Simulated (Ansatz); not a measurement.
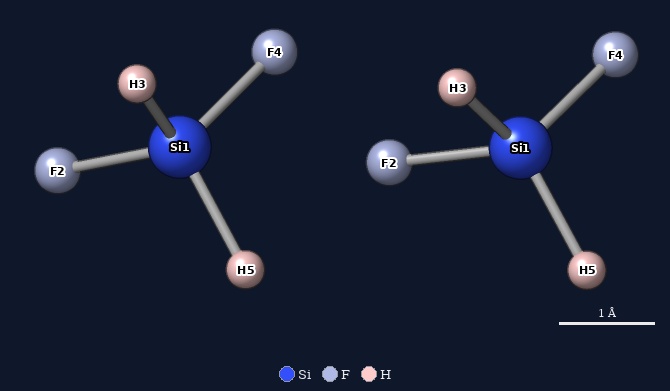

Two geometries of SiH$_{2}$F$_{2}$, drawn at one scale. One is the start of a relaxation, the other its converged end. The picture is a ball-and-stick view, seen at a tilt.

Theory: RKS B3LYP-D4/def2-SVP in Ansatz 0.2.0. Settings: no spin polarisation; force threshold 0.03 eV/Å; at most 50 steps.

### Which geometry has the lower energy?

The left one is the relaxed one. The run prepares an end point of a later path (reaction) calculation, from a guessed geometry. After 4 geometry steps the energy has fallen by 0.268 eV. The largest force component goes from 1.4 to 0.0078 eV/Å. H3 moves most after the best rigid fit: 0.20 Å. Largest moves by element: H 0.20 Å, F 0.19 Å, Si 0.06 Å. Near-neighbour distances that change, for instance: Si1–H3 1.448 → 1.479 Å, Si1–F2 1.592 → 1.615 Å. Among the angles between lasting bonds that change: F2–Si1–H3 91.1° → 108.6°, H3–Si1–H5 120.1° → 114.5°, H3–Si1–F4 113.8° → 108.6°. Cost: 5.8 s on 1 thread of Arm Neoverse V2 (shared host), peak memory 0.1 GiB.
